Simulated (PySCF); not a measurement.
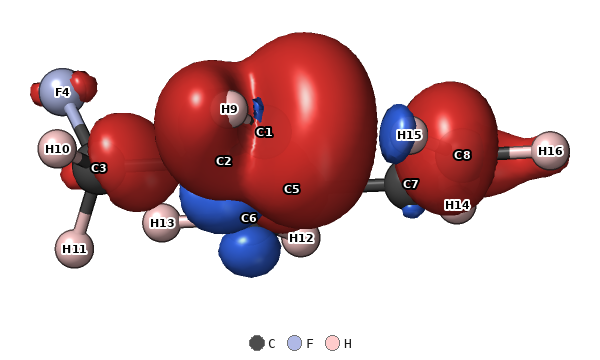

Figure 1: C$_{7}$H$_{8}$F (SMILES [H]/[C]=C(\CF)C(=C)C=C) (doublet). Isosurfaces of the spin density at +0.02 (red) and −0.02 e/Å³ (blue), seen from one side.

Geometry: GFN2-xTB.

Method: UKS B3LYP, pcH-1 on C F H, non-relativistic, mean-field spin-orbit, GIAO in PySCF 2.14.0, density-fitted response routines.

```csv
atom,x (Å),y (Å),z (Å)
C,-1.2862,1.1730,0.3520
C,-0.7854,0.0442,-0.0818
C,-1.7088,-1.0038,-0.7000
F,-1.4140,-1.2132,-2.0254
C,0.6501,-0.2872,-0.0094
C,1.1471,-1.4442,-0.4631
C,1.5576,0.6976,0.5796
C,1.1756,1.8710,1.0539
H,-2.2745,1.5783,0.3840
H,-2.7499,-0.6703,-0.6598
H,-1.6029,-1.9671,-0.1892
H,2.2020,-1.6521,-0.3997
H,0.5508,-2.2101,-0.9235
H,2.5990,0.3988,0.6013
H,0.0934,2.0922,0.9884
H,1.8384,2.6018,1.4814
```

> Where is the unpaired spin?

The unpaired spin (1 electron) lies mostly on C1 (about 0.7) and C8 (about 0.1), in electrons by Hirshfeld's partition.
